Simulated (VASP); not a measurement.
Band structure of Zr₄C₂N₂ (ordered alloy cell). Level of theory: PBEsol GGA, VASP's PBE PAW potentials (set 64) (plane waves; VASP).

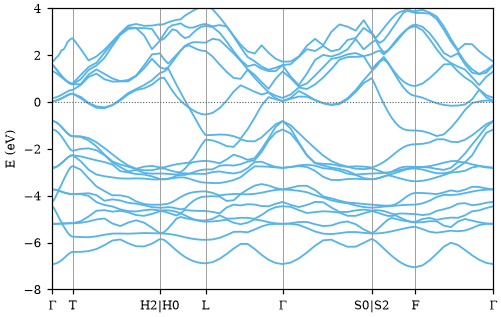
Figure. Bands along high-symmetry lines, zero at the valence-band maximum or, without a gap, the Fermi level

Task: Read the plot: is there a gap, and where are the band edges?

Result: It has no gap at this level: it comes out as a metal or semimetal. (Edges off the drawn lines would not show.)

The structure was generated: Zr4C2N2 was put into an ordered model structure (R-3m), which need not be its known phase. It was relaxed first.
